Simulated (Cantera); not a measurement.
Charge: 1 mol Zr, 12 mol N₂O, 2.1 mol NH₃, equilibrated at 1823 K.

These are equilibrium values from Cantera (NASA tables, ideal gas, pure condensed phases), not measurements of a reactor. Candidate condensed phases: H₂O, Zr, ZrN, ZrO₂; 28 gas species. Kinetics and transport are ignored.

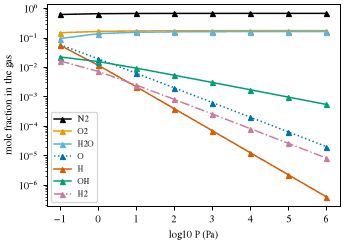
Equilibrium gas composition (values under 1e-9 drawn at 1e-9)

From 0.100 Pa to 10.0 bar the condensed part is ZrO₂(tetragonal).
